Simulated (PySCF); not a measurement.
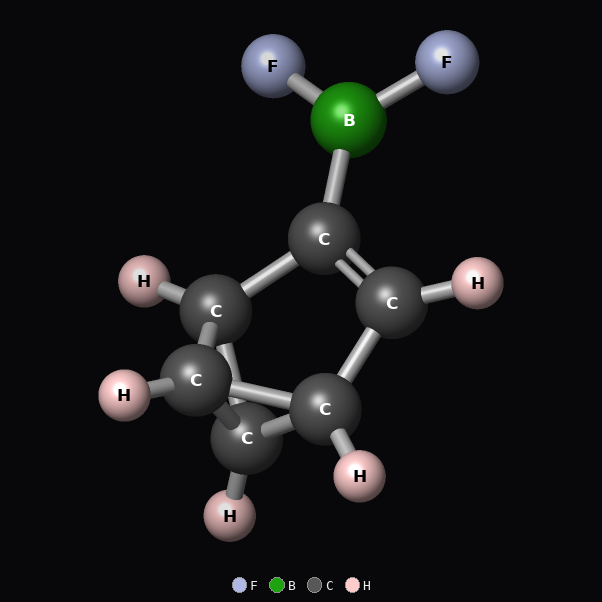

Rendered structure (ball-and-stick style). Double and triple bonds are drawn as two and three sticks.

The geometry was computed by an optimisation with GFN2-xTB. No frequency run is at hand to confirm it as a minimum.

Which formula does it have?

C6H5BF2, 14 atoms: 6 carbon, 5 hydrogen, 1 boron and 2 fluorine.

What is its SMILES?

FB(F)C1=C[C@@H]2[C@@H]3[C@H]1[C@H]23

More results for the same structure follow; atom numbers are the same in all pictures, views and colours differ.

### Shape

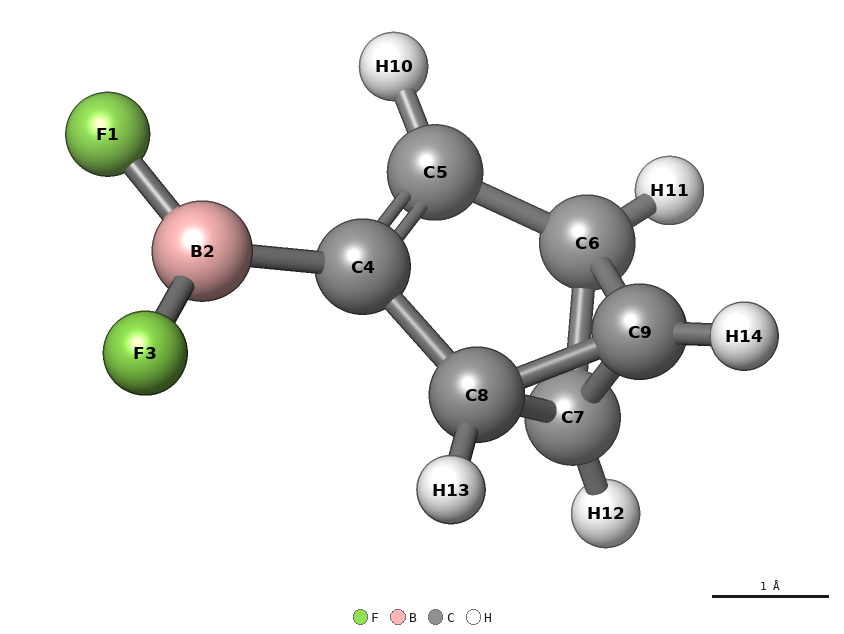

No frequency run is at hand to confirm it as a minimum.

Estimate the angles F1–B2–F3, F1–B2–C4, B2–C4–C5, B2–C4–C8, C4–C5–C6, C4–C8–C7, C6–C5–H10, C6–C7–C8, C7–C6–H11, C8–C7–C9, C8–C7–H12, C9–C7–H12.

```csv
angle,degrees
F1–B2–F3,113.9
F1–B2–C4,123.0
B2–C4–C5,129.6
B2–C4–C8,126.7
C4–C5–C6,106.8
C4–C8–C7,109.3
C6–C5–H10,125.0
C6–C7–C8,89.2
C7–C6–H11,121.5
C8–C7–C9,61.4
C8–C7–H12,136.0
C9–C7–H12,136.5
```

### Excitation

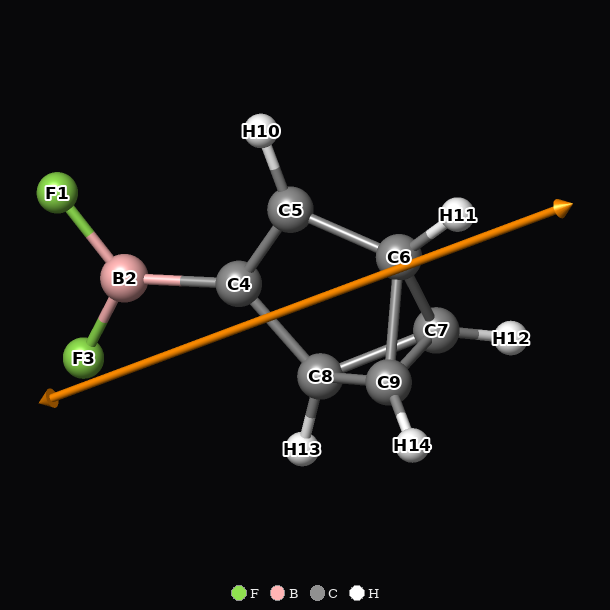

The double arrow shows the direction of the transition dipole to excited singlet state 1 (its length means nothing). No frequency run is at hand to confirm it as a minimum. Method: TDDFT PBE0/def2-SVPD, vertical, gas phase, core orbitals frozen in the response (PySCF 2.14.0).

Where does the transition lie, and how strong is it?

4.86 eV (255 nm), oscillator strength 0.12, mainly HOMO → LUMO (weight 0.97); transition dipole 2.55 D.

### NMR shielding

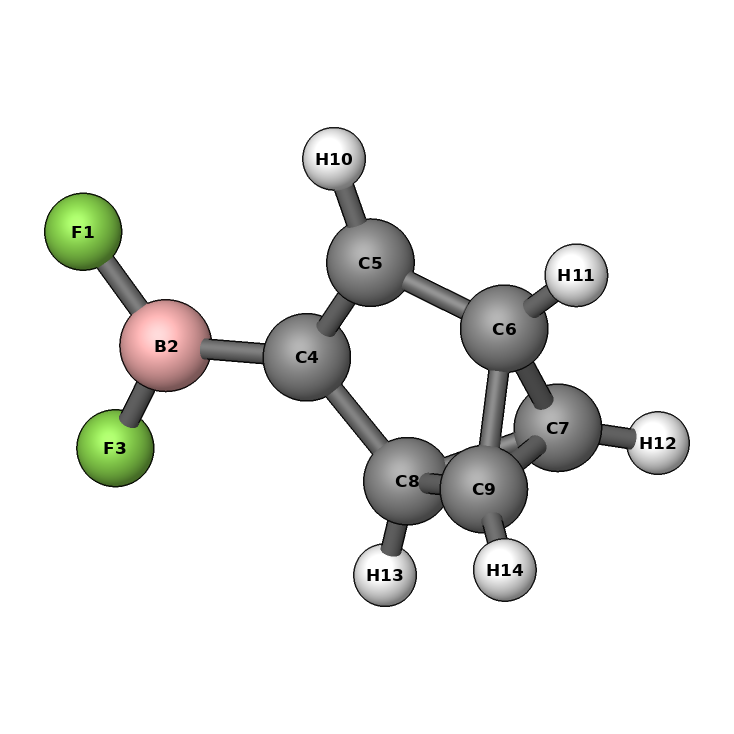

No frequency run is at hand to confirm it as a minimum. Method: GIAO PBE0/pcSseg-1 NMR shielding, non-relativistic, gas phase (PySCF 2.14.0). Principal shieldings σ11 ≤ σ22 ≤ σ33, span Ω = σ33 − σ11, skew κ = 3(σiso − σ22)/Ω.

Which C atom has the most anisotropic shielding?

C5, with a span of 262 ppm.

Give the shielding tensors of the C atoms.

| atom | σ11 | σ22 | σ33 | σiso | Ω | κ |
| --- | --- | --- | --- | --- | --- | --- |
| C4 | −56.0 | 41.5 | 152.5 | 46.0 | 208.5 | 0.06 |
| C5 | −117.7 | 8.6 | 144.6 | 11.8 | 262.2 | 0.04 |
| C6 | 112.8 | 121.6 | 198.5 | 144.3 | 85.7 | 0.80 |
| C7, C9 | 13.4 | 177.3 | 195.8 | 128.8 | 182.4 | −0.80 |
| C8 | 120.7 | 121.3 | 197.8 | 146.6 | 77.2 | 0.98 |

Shieldings and span in ppm.

### Ring current

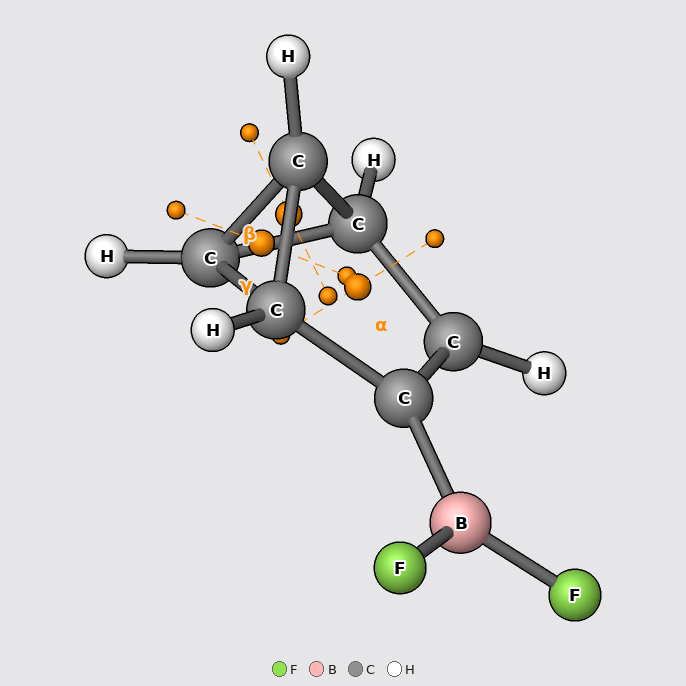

The small points mark where nucleus-independent chemical shifts (NICS) were computed: at the centre of each lettered ring and 1 Å above and below it. No frequency run is at hand to confirm it as a minimum. Level of theory: GIAO PBE0/pcSseg-1 NMR shielding, non-relativistic, gas phase (PySCF 2.14.0).

Give NICS(0), NICS(1) and the out-of-plane component NICS(1)zz for each ring (means of the two sides).

```tsv
ring	members	NICS(0)	NICS(1)	NICS(1)zz
α	C5	−9.2	−8.1	−2.9
β	C3	−41.5	−11.9	−25.4
γ	C3	−41.4	−11.8	−22.7
```

Values in ppm.

What do the values say about the ring currents?

Ring α: weak, as in a non-aromatic ring. NICS is one index among several.

The geometry is semi-empirical. Around B such bond lengths and angles can be off by a tenth of an ångström or more and by several degrees, and values that hang on the shape move with them.
